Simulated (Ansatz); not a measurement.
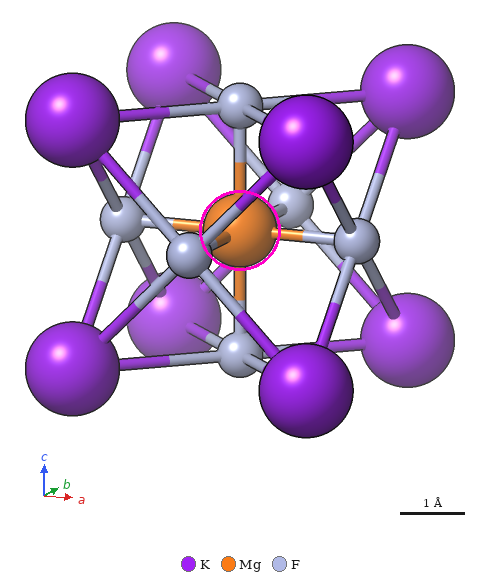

Perfect KMgF3. Style: ball-and-stick. Shown: the atoms within 3.8 Å of one point, slightly off an axis.

Method: DFT, PBEsol, PAW, plane waves in Ansatz. (plane-wave cutoff 420 eV; k-point mesh 1 × 1 × 1; mesh shifted by (0.25, 0.25, 0.25); collinear spin) Fermi-Dirac smearing of 0.01 eV. The axes drawn are those of the host's conventional cell.

A magnesium atom is replaced by fluorine at the ringed place, in charge state 0. The supercell has 40 sites, and the atoms are relaxed at the host's cell.

Predict the relaxed surroundings of the defect.

In the host the Mg atom has 6 F at 2.00 Å; the F atom ends with 6 F at 2.06 to 2.07 Å. Of the host's atoms, a fluorine atom moves furthest from its site, by 0.08 Å. The cell's net moment is 1.00 μB.

The relaxed defect, seen from the same direction:

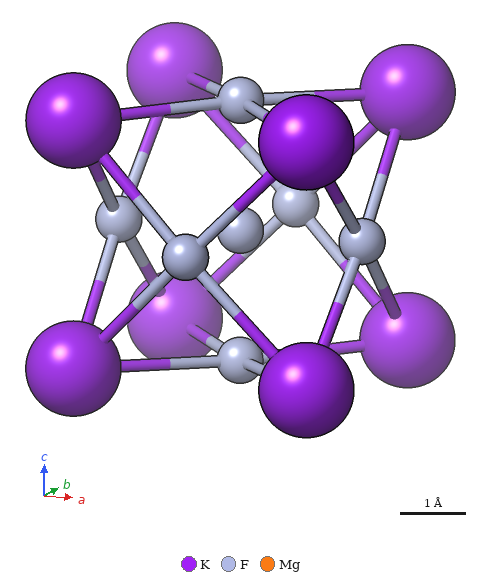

Limits of the set-up: the periodic images lie only 8.0 Å apart, so the values are limited by the cell's size.
